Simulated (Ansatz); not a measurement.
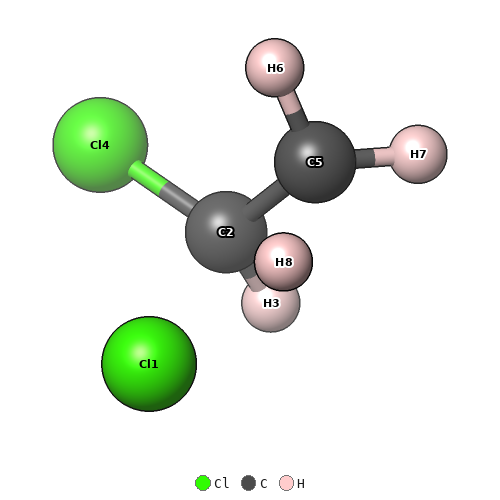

The system is the reacting system C₂H₄Cl₂ (fragments C₂H₄Cl₂ where the first distance is long, ClH + C₂H₃Cl where the second is long); the picture shows the reference structure. The first coordinate is: distance Cl1–H8 (bond that forms); the second: distance Cl1–C2 (bond that breaks). Relaxed at each point: all other coordinates. The grid has 8 × 8 points. Points are written as (first, second). All energies are given in kcal/mol relative to a guessed transition structure relaxed with its forming and breaking bonds held. Energies and slopes of some neighbouring points disagree (a jump in structure or state, or too coarse a mesh). The reference is spin-restricted, so regions where a bond is pulled apart into radicals lie too high. Computed with RKS r2SCAN-D4/def2-SVP in Ansatz 0.2.0.

Its coordinates:

```xyz
8

Cl   -1.6205   -0.1718    1.2230
C    -0.4749    0.0163   -0.4831
H    -0.8369   -0.8626   -1.0275
Cl   -0.8916    1.4664   -1.3515
C     0.8483   -0.0806    0.2007
H     1.3280    0.8931    0.3580
H     1.5203   -0.8262   -0.2461
H     0.1272   -0.4348    1.3266
```

Range: distance Cl1–H8 (bond that forms) from 1.197 to 2.397 Å; distance Cl1–C2 (bond that breaks) from 1.602 to 2.802 Å.

Q: Predict the map.

A: The lowest grid point is at (2.397 Å, 1.853 Å), −46 kcal/mol from a guessed transition structure relaxed with its forming and breaking bonds held. It lies at the edge of the scanned range, so the true minimum may lie outside. The energy also falls towards the edge at (1.302 Å, 2.802 Å) (19 kcal/mol above the lowest), where a further well may lie outside the range. The highest grid point, (1.302 Å, 1.602 Å), lies 110 kcal/mol above the lowest.

| second ↓, first → | 1.197 | 1.302 | 1.448 | 1.613 | 1.793 | 1.985 | 2.187 | 2.397 |
| --- | --- | --- | --- | --- | --- | --- | --- | --- |
| 2.802 | −23 | −27 | −19 | −8 | 0 | 1 | −1 | −4 |
| 2.592 | −16 | −20 | −12 | −2 | 1 | −4 | −9 | −13 |
| 2.390 | −6 | −8 | 0 | 6 | −2 | −11 | −18 | −22 |
| 2.198 | 9 | 6 | 15 | 6 | −8 | −19 | −27 | −32 |
| 2.018 | 29 | 25 | 22 | 2 | −15 | −27 | −35 | −41 |
| 1.853 | 52 | 46 | 21 | −1 | −19 | −32 | −40 | −46 |
| 1.707 | 52 | 52 | 25 | 2 | −17 | −30 | −39 | −45 |
| 1.602 | 61 | 64 | 35 | 11 | −8 | −22 | −31 | −37 |

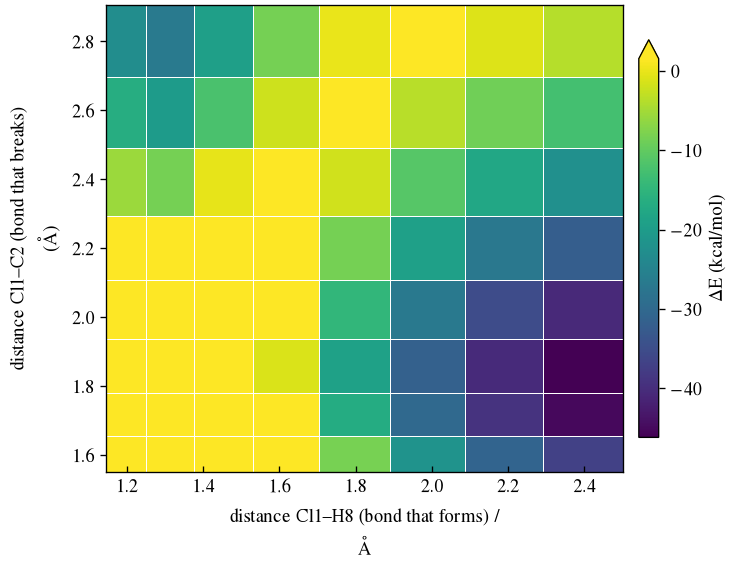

The picture shows one coloured cell a grid point, one colour for all values above the top of the scale.

Each point was launched as `ansatz run input.yaml --threads 1 --pin off --max-ram 2560MiB --backend cpu --events-out ev --progress --plain --runs-dir out`. Time for the 64 points that were run: 20 min on 1 thread of AMD EPYC 7B13 (Zen 3), on a shared host.
